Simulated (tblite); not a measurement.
## C$_{7}$H$_{10}$OSi: geometry relaxation (part 1 of 2)

System: C$_{7}$H$_{10}$OSi.
Method: GFN2-xTB geometry optimisation, gas phase (tblite 0.8.0).

It belongs to a series of runs on one base structure; here: constitutional isomer.

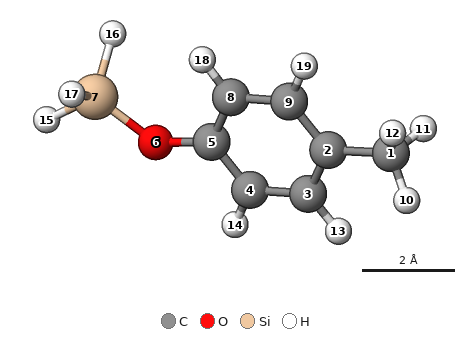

*The starting structure (ball-and-stick view, seen at a tilt; atoms are numbered from 1 in the order of the input).*

Summary

- outcome: converged
- total energy: −705.8233 eV
- hardware: 1 CPU thread, shared host
- peak memory: 0.18 GiB

Input file
```
{"job": {"kind": "relax", "xc": "GFN2-xTB", "basis": "xTB"}, "charge": 0, "multiplicity": 1}
C     -3.267800     0.122800     0.356200
C     -1.800100    -0.046500     0.191300
C     -1.221800    -1.334700     0.190800
C      0.151000    -1.483600     0.065100
C      0.985900    -0.378700    -0.009900
O      2.318900    -0.642800    -0.127900
Si     3.672000     0.313500    -0.266900
C      0.439900     0.907400     0.014600
C     -0.946300     1.060100     0.125500
H     -3.823600    -0.713200    -0.088500
H     -3.539100     0.184800     1.416700
H     -3.619400     1.035400    -0.142000
H     -1.868100    -2.211400     0.274500
H      0.583100    -2.491100     0.055900
H      4.882900    -0.530800    -0.340600
H      3.778800     1.210400     0.926400
H      3.581400     1.149600    -1.484200
H      1.050500     1.786800    -0.051400
H     -1.368100     2.071200     0.158000
```

The first line tells a small driver script what to run in tblite; the rest is the geometry in Å.

Run as:
```bash
OMP_NUM_THREADS=1 python <driver script> task.json out
```

What the program printed
```
step      E/eV     max force
  0    -705.65885    1.050
  1    -705.71378    0.591
  2    -705.73959    0.525
  3    -705.76411    0.383
  4    -705.77199    0.335
  5    -705.78115    0.299
  6    -705.79089    0.254
  7    -705.80222    0.264
  8    -705.81009    0.178
  9    -705.81488    0.161
 10    -705.81761    0.150
 11    -705.81928    0.113
 12    -705.82052    0.089
 13    -705.82147    0.073
 14    -705.82222    0.057
 15    -705.82276    0.047
 16    -705.82303    0.031
 17    -705.82315    0.026
 18    -705.82321    0.020
 19    -705.82326    0.014
 20    -705.82328    0.011
 21    -705.82329    0.008
```

Trajectory as extended XYZ (Å, eV, eV/Å), 22 frames, from step=0 to step=21
```
19
Properties=species:S:1:pos:R:3:forces:R:3 step=0 energy=-705.65885
C    -3.2678    0.1228    0.3562   -0.6830   0.0940  -0.2530
C    -1.8001   -0.0465    0.1913    0.9320  -0.4280   0.2240
C    -1.2218   -1.3347    0.1908   -0.2190   0.6830  -0.1320
C     0.1510   -1.4836    0.0651   -0.4440  -0.6530   0.1980
C     0.9859   -0.3787   -0.0099    0.3990   0.3090  -0.1730
O     2.3189   -0.6428   -0.1279    0.7080   0.7020  -0.0580
Si    3.6720    0.3135   -0.2669   -0.4140   0.1110   0.2570
C     0.4399    0.9074    0.0146   -0.7330  -0.4660   0.0680
C    -0.9463    1.0601    0.1255    0.1450  -0.2090  -0.0730
H    -3.8236   -0.7132   -0.0885    0.2160   0.1300   0.1920
H    -3.5391    0.1848    1.4167    0.0690  -0.0060  -0.1940
H    -3.6194    1.0354   -0.1420    0.1410  -0.1470   0.2110
H    -1.8681   -2.2114    0.2745    0.2750   0.3310  -0.0680
H     0.5831   -2.4911    0.0559   -0.1040   0.5270  -0.0190
H     4.8829   -0.5308   -0.3406   -0.6100  -0.0510   0.0450
H     3.7788    1.2104    0.9264   -0.0950  -0.3090  -0.3870
H     3.5814    1.1496   -1.4842   -0.0550  -0.1660   0.2080
H     1.0505    1.7868   -0.0514    0.2900   0.0270   0.0050
H    -1.3681    2.0712    0.1580    0.1820  -0.4780  -0.0490
19
Properties=species:S:1:pos:R:3:forces:R:3 step=1 energy=-705.71378
C    -3.2776    0.1241    0.3526    0.1560  -0.0240  -0.0480
C    -1.7868   -0.0527    0.1945   -0.2220   0.2090   0.2130
C    -1.2249   -1.3249    0.1889    0.0890  -0.1370  -0.0820
C     0.1446   -1.4929    0.0679    0.1160   0.3580   0.0930
C     0.9916   -0.3742   -0.0123   -0.0140  -0.4370  -0.0930
O     2.3290   -0.6327   -0.1287    0.1530   0.4880  -0.0060
Si    3.6661    0.3151   -0.2633   -0.0870   0.2270   0.1170
C     0.4294    0.9007    0.0156    0.1430   0.0340  -0.0220
C    -0.9442    1.0571    0.1244   -0.1030  -0.1390  -0.0240
H    -3.8205   -0.7114   -0.0858    0.0690  -0.0390   0.0670
H    -3.5381    0.1847    1.4140    0.0370   0.0000  -0.1540
H    -3.6174    1.0333   -0.1390    0.0580   0.0440   0.0700
H    -1.8641   -2.2066    0.2735    0.1990   0.3390  -0.0650
H     0.5816   -2.4836    0.0556   -0.0210   0.1430  -0.0110
H     4.8742   -0.5316   -0.3400   -0.5860  -0.0600   0.0470
H     3.7774    1.2060    0.9209   -0.0830  -0.2080  -0.2610
H     3.5806    1.1473   -1.4813   -0.0540  -0.1300   0.1760
H     1.0547    1.7872   -0.0514    0.0160  -0.2830   0.0280
H    -1.3654    2.0644    0.1573    0.1320  -0.3840  -0.0440
19
Properties=species:S:1:pos:R:3:forces:R:3 step=2 energy=-705.73959
C    -3.2783    0.1242    0.3506    0.2660  -0.0200   0.0310
C    -1.7859   -0.0514    0.1989   -0.3340   0.0420   0.1340
C    -1.2245   -1.3239    0.1870    0.1340   0.0440  -0.0410
C     0.1444   -1.4903    0.0703    0.1640   0.2280   0.0430
C     0.9933   -0.3797   -0.0146    0.0050  -0.0360  -0.0550
O     2.3348   -0.6217   -0.1291   -0.1640   0.2320   0.0220
Si    3.6628    0.3192   -0.2602    0.0650   0.2430  -0.0030
C     0.4282    0.8991    0.0156    0.2130  -0.1310  -0.0360
C    -0.9452    1.0539    0.1237    0.0800  -0.1180  -0.0100
H    -3.8184   -0.7114   -0.0838    0.0260  -0.0950   0.0110
H    -3.5372    0.1847    1.4106    0.0110   0.0040  -0.0890
H    -3.6158    1.0333   -0.1369    0.0290   0.0970   0.0140
H    -1.8597   -2.1997    0.2722    0.0780   0.1570  -0.0520
H     0.5808   -2.4788    0.0553   -0.0060   0.0490  -0.0060
H     4.8620   -0.5328   -0.3390   -0.5140  -0.0940   0.0460
H     3.7756    1.2012    0.9149   -0.0620  -0.0790  -0.1020
H     3.5795    1.1444   -1.4775   -0.0500  -0.0680   0.1090
H     1.0563    1.7828   -0.0509    0.0060  -0.2610   0.0210
H    -1.3625    2.0560    0.1564    0.0530  -0.1940  -0.0370
19
Properties=species:S:1:pos:R:3:forces:R:3 step=3 energy=-705.76411
C    -3.2747    0.1242    0.3490    0.0840  -0.0070   0.0370
C    -1.7902   -0.0516    0.2068   -0.0260   0.0520  -0.0300
C    -1.2216   -1.3184    0.1839    0.1330   0.0600   0.0350
C     0.1467   -1.4854    0.0742    0.1410   0.1140  -0.0300
C     0.9965   -0.3827   -0.0186    0.0350   0.1290   0.0140
O     2.3375   -0.6042   -0.1290   -0.2700  -0.0510   0.0270
Si    3.6604    0.3295   -0.2570    0.0520   0.1100  -0.1410
C     0.4298    0.8918    0.0148    0.1130  -0.0140  -0.0410
C    -0.9427    1.0473    0.1226    0.1030  -0.1790   0.0280
H    -3.8152   -0.7134   -0.0812    0.0220  -0.0810  -0.0220
H    -3.5359    0.1848    1.4048   -0.0270   0.0110   0.0420
H    -3.6132    1.0354   -0.1340    0.0320   0.0810  -0.0210
H    -1.8531   -2.1889    0.2694   -0.0290  -0.0410  -0.0390
H     0.5795   -2.4716    0.0549    0.0270  -0.0810   0.0030
H     4.8361   -0.5366   -0.3368   -0.3330  -0.1850   0.0370
H     3.7722    1.1943    0.9061   -0.0200   0.1550   0.1810
H     3.5771    1.1398   -1.4708   -0.0420   0.0690  -0.0550
H     1.0590    1.7726   -0.0500    0.0190  -0.1900   0.0050
H    -1.3581    2.0425    0.1545   -0.0130   0.0480  -0.0280
19
Properties=species:S:1:pos:R:3:forces:R:3 step=4 energy=-705.77199
C    -3.2730    0.1241    0.3487    0.0100   0.0110   0.0250
C    -1.7907   -0.0505    0.2089    0.0280  -0.0660  -0.0620
C    -1.2186   -1.3157    0.1834    0.0800   0.0150   0.0530
C     0.1493   -1.4821    0.0750    0.0740  -0.0290  -0.0400
C     0.9984   -0.3822   -0.0197    0.0070   0.1620   0.0330
O     2.3350   -0.5988   -0.1286   -0.0830  -0.0840   0.0050
Si    3.6598    0.3344   -0.2580   -0.0630   0.0460  -0.0880
C     0.4315    0.8896    0.0140    0.0320  -0.0280  -0.0290
C    -0.9406    1.0420    0.1226    0.0820   0.0550   0.0300
H    -3.8135   -0.7152   -0.0805    0.0350  -0.0490  -0.0220
H    -3.5359    0.1850    1.4036   -0.0310   0.0110   0.0660
H    -3.6117    1.0371   -0.1332    0.0370   0.0440  -0.0190
H    -1.8512   -2.1858    0.2679   -0.0170  -0.0560  -0.0370
H     0.5795   -2.4703    0.0548    0.0260  -0.0610   0.0050
H     4.8220   -0.5409   -0.3355   -0.2430  -0.2290   0.0290
H     3.7707    1.1944    0.9060   -0.0100   0.1880   0.2100
H     3.5755    1.1393   -1.4695   -0.0410   0.1240  -0.1250
H     1.0604    1.7662   -0.0496    0.0670  -0.0810  -0.0060
H    -1.3567    2.0386    0.1533    0.0100   0.0270  -0.0270
19
Properties=species:S:1:pos:R:3:forces:R:3 step=5 energy=-705.78115
C    -3.2711    0.1243    0.3487   -0.0660   0.0080   0.0140
C    -1.7910   -0.0509    0.2103    0.1500  -0.0440  -0.0740
C    -1.2139   -1.3132    0.1839   -0.0010  -0.0610   0.0530
C     0.1537   -1.4791    0.0753   -0.0060  -0.1320  -0.0380
C     1.0003   -0.3792   -0.0204   -0.0010   0.0030   0.0420
O     2.3321   -0.5936   -0.1283    0.1060  -0.0940  -0.0170
Si    3.6569    0.3410   -0.2604   -0.1450   0.0390   0.0320
C     0.4338    0.8867    0.0125   -0.0840   0.0650  -0.0040
C    -0.9370    1.0384    0.1233   -0.0140   0.1080   0.0230
H    -3.8108   -0.7180   -0.0801    0.0500   0.0100  -0.0120
H    -3.5365    0.1854    1.4034   -0.0230   0.0080   0.0590
H    -3.6091    1.0398   -0.1326    0.0450  -0.0130  -0.0090
H    -1.8488   -2.1828    0.2652    0.0130  -0.0610  -0.0310
H     0.5800   -2.4696    0.0547    0.0370  -0.0310   0.0050
H     4.8006   -0.5509   -0.3334   -0.1530  -0.2560   0.0190
H     3.7687    1.1982    0.9098   -0.0080   0.1590   0.1460
H     3.5729    1.1415   -1.4708   -0.0380   0.1640  -0.1680
H     1.0637    1.7575   -0.0493    0.1260   0.0600  -0.0200
H    -1.3544    2.0337    0.1514    0.0120   0.0690  -0.0200
19
Properties=species:S:1:pos:R:3:forces:R:3 step=6 energy=-705.79089
C    -3.2697    0.1245    0.3492   -0.0530   0.0050   0.0040
C    -1.7886   -0.0511    0.2103    0.1250  -0.0810  -0.0390
C    -1.2086   -1.3121    0.1855   -0.0660  -0.0960   0.0280
C     0.1587   -1.4777    0.0748   -0.0920  -0.1910  -0.0180
C     1.0023   -0.3770   -0.0202   -0.0310  -0.1000   0.0380
O     2.3302   -0.5902   -0.1282    0.2250  -0.0820  -0.0310
Si    3.6514    0.3493   -0.2622   -0.1430   0.0580   0.1260
C     0.4351    0.8855    0.0108   -0.0850   0.0620   0.0210
C    -0.9337    1.0356    0.1245   -0.0830   0.2180   0.0000
H    -3.8069   -0.7210   -0.0799    0.0550   0.0630  -0.0010
H    -3.5376    0.1861    1.4043   -0.0040   0.0030   0.0270
H    -3.6054    1.0426   -0.1322    0.0460  -0.0710   0.0030
H    -1.8461   -2.1809    0.2617    0.0360  -0.0640  -0.0200
H     0.5815   -2.4699    0.0548    0.0550  -0.0160   0.0020
H     4.7743   -0.5669   -0.3307   -0.1070  -0.2300   0.0120
H     3.7664    1.2055    0.9168   -0.0130   0.0940   0.0300
H     3.5693    1.1472   -1.4754   -0.0320   0.1590  -0.1400
H     1.0696    1.7492   -0.0494    0.1540   0.1800  -0.0300
H    -1.3520    2.0305    0.1490    0.0130   0.0870  -0.0120
19
Properties=species:S:1:pos:R:3:forces:R:3 step=7 energy=-705.80222
C    -3.2677    0.1247    0.3503   -0.0040  -0.0130   0.0040
C    -1.7846   -0.0528    0.2097    0.0860  -0.0110   0.0190
C    -1.2026   -1.3124    0.1879   -0.1290  -0.1140  -0.0170
C     0.1637   -1.4787    0.0737   -0.1270  -0.1820   0.0100
C     1.0040   -0.3758   -0.0192   -0.0350  -0.1910   0.0190
O     2.3303   -0.5880   -0.1284    0.2130  -0.0490  -0.0280
Si    3.6430    0.3617   -0.2627   -0.0540   0.0570   0.1520
C     0.4366    0.8850    0.0089   -0.0510   0.0770   0.0480
C    -0.9309    1.0358    0.1260   -0.0940   0.1630  -0.0330
H    -3.8010   -0.7237   -0.0799    0.0440   0.1050   0.0070
H    -3.5391    0.1870    1.4060    0.0250  -0.0050  -0.0220
H    -3.5998    1.0450   -0.1318    0.0410  -0.1160   0.0110
H    -1.8422   -2.1802    0.2569    0.0410  -0.0760  -0.0010
H     0.5846   -2.4713    0.0549    0.0720  -0.0160  -0.0030
H     4.7378   -0.5918   -0.3269   -0.0960  -0.1330   0.0080
H     3.7632    1.2168    0.9263   -0.0220   0.0200  -0.1040
H     3.5640    1.1576   -1.4838   -0.0200   0.1100  -0.0340
H     1.0799    1.7416   -0.0501    0.1230   0.2310  -0.0350
H    -1.3490    2.0287    0.1457   -0.0140   0.1440   0.0000
19
Properties=species:S:1:pos:R:3:forces:R:3 step=8 energy=-705.81009
C    -3.2656    0.1245    0.3515    0.0560  -0.0160   0.0070
C    -1.7806   -0.0537    0.2092    0.0210   0.0100   0.0640
C    -1.2003   -1.3146    0.1896   -0.1100  -0.0620  -0.0520
C     0.1657   -1.4823    0.0728   -0.1110  -0.0990   0.0290
C     1.0047   -0.3774   -0.0179   -0.0390  -0.1400   0.0010
O     2.3323   -0.5884   -0.1290    0.0990  -0.0080  -0.0120
Si    3.6368    0.3717   -0.2612    0.0250   0.0210   0.0950
C     0.4375    0.8862    0.0084    0.0430   0.0280   0.0530
C    -0.9299    1.0381    0.1266   -0.0460   0.1190  -0.0510
H    -3.7961   -0.7241   -0.0800    0.0210   0.0950   0.0040
H    -3.5398    0.1876    1.4071    0.0450  -0.0120  -0.0460
H    -3.5951    1.0448   -0.1316    0.0290  -0.1130   0.0080
H    -1.8393   -2.1819    0.2535    0.0120  -0.0920   0.0140
H     0.5885   -2.4734    0.0549    0.0730  -0.0330  -0.0070
H     4.7094   -0.6125   -0.3240   -0.1010  -0.0290   0.0060
H     3.7605    1.2262    0.9323   -0.0270  -0.0160  -0.1700
H     3.5597    1.1674   -1.4906   -0.0080   0.0480   0.0820
H     1.0893    1.7399   -0.0512    0.0390   0.1710  -0.0290
H    -1.3476    2.0313    0.1433   -0.0230   0.1300   0.0060
19
Properties=species:S:1:pos:R:3:forces:R:3 step=9 energy=-705.81488
C    -3.2633    0.1241    0.3524    0.0800  -0.0160   0.0110
C    -1.7780   -0.0541    0.2098    0.0030   0.0560   0.0640
C    -1.2011   -1.3169    0.1896   -0.0620  -0.0280  -0.0560
C     0.1647   -1.4862    0.0727   -0.0360  -0.0210   0.0280
C     1.0041   -0.3803   -0.0171   -0.0200  -0.0500  -0.0080
O     2.3345   -0.5897   -0.1294   -0.0340   0.0120   0.0060
Si    3.6343    0.3769   -0.2591    0.0400  -0.0180   0.0110
C     0.4391    0.8874    0.0091    0.0570   0.0050   0.0430
C    -0.9300    1.0418    0.1259    0.0330   0.0230  -0.0440
H    -3.7933   -0.7225   -0.0802    0.0020   0.0520  -0.0060
H    -3.5393    0.1877    1.4072    0.0490  -0.0130  -0.0350
H    -3.5921    1.0426   -0.1315    0.0180  -0.0680  -0.0060
H    -1.8380   -2.1854    0.2520   -0.0160  -0.0810   0.0190
H     0.5920   -2.4757    0.0548    0.0490  -0.0310  -0.0090
H     4.6933   -0.6240   -0.3224   -0.0890   0.0200   0.0060
H     3.7586    1.2315    0.9328   -0.0240  -0.0090  -0.1590
H     3.5574    1.1738   -1.4929    0.0000   0.0080   0.1480
H     1.0947    1.7425   -0.0525   -0.0340   0.0680  -0.0190
H    -1.3475    2.0359    0.1422   -0.0180   0.0890   0.0060
19
Properties=species:S:1:pos:R:3:forces:R:3 step=10 energy=-705.81761
C    -3.2610    0.1236    0.3531    0.0670  -0.0040   0.0080
C    -1.7763   -0.0533    0.2112    0.0140   0.0310   0.0350
C    -1.2032   -1.3188    0.1884   -0.0010   0.0090  -0.0380
C     0.1631   -1.4892    0.0732    0.0130   0.0300   0.0150
C     1.0034   -0.3826   -0.0167   -0.0180   0.0280  -0.0030
O     2.3353   -0.5906   -0.1295   -0.0960   0.0110   0.0160
Si    3.6338    0.3784   -0.2577    0.0070  -0.0470  -0.0440
C     0.4405    0.8882    0.0104    0.0610  -0.0080   0.0210
C    -0.9295    1.0446    0.1247    0.0490  -0.0060  -0.0190
H    -3.7920   -0.7204   -0.0805   -0.0040   0.0090  -0.0140
H    -3.5381    0.1874    1.4066    0.0430  -0.0120  -0.0060
H    -3.5905    1.0399   -0.1316    0.0100  -0.0180  -0.0180
H    -1.8378   -2.1889    0.2519   -0.0320  -0.0550   0.0160
H     0.5946   -2.4773    0.0546    0.0220  -0.0200  -0.0080
H     4.6854   -0.6285   -0.3216   -0.0580   0.0180   0.0050
H     3.7574    1.2337    0.9296   -0.0170   0.0180  -0.1090
H     3.5565    1.1770   -1.4909    0.0040   0.0010   0.1500
H     1.0965    1.7459   -0.0535   -0.0700  -0.0110  -0.0100
H    -1.3479    2.0403    0.1419    0.0060   0.0240   0.0030
19
Properties=species:S:1:pos:R:3:forces:R:3 step=11 energy=-705.81928
C    -3.2586    0.1233    0.3535    0.0360   0.0010   0.0010
C    -1.7748   -0.0525    0.2129    0.0220   0.0150   0.0000
C    -1.2045   -1.3196    0.1870    0.0310   0.0000  -0.0110
C     0.1622   -1.4905    0.0738    0.0360   0.0330   0.0000
C     1.0026   -0.3837   -0.0166   -0.0130   0.0600   0.0070
O     2.3347   -0.5904   -0.1294   -0.0980  -0.0050   0.0170
Si    3.6332    0.3784   -0.2574   -0.0300  -0.0660  -0.0530
C     0.4422    0.8885    0.0117    0.0080  -0.0010   0.0030
C    -0.9285    1.0463    0.1236    0.0520  -0.0270   0.0060
H    -3.7912   -0.7189   -0.0808    0.0030  -0.0140  -0.0150
H    -3.5365    0.1870    1.4060    0.0360  -0.0090   0.0170
H    -3.5893    1.0379   -0.1320    0.0090   0.0150  -0.0230
H    -1.8381   -2.1918    0.2521   -0.0240  -0.0100   0.0100
H     0.5966   -2.4784    0.0543   -0.0010   0.0020  -0.0070
H     4.6793   -0.6310   -0.3211   -0.0220  -0.0040   0.0030
H     3.7563    1.2351    0.9253   -0.0100   0.0430  -0.0600
H     3.5560    1.1789   -1.4869    0.0040   0.0150   0.1120
H     1.0964    1.7478   -0.0543   -0.0620  -0.0340  -0.0060
H    -1.3478    2.0429    0.1418    0.0230  -0.0140  -0.0010
```
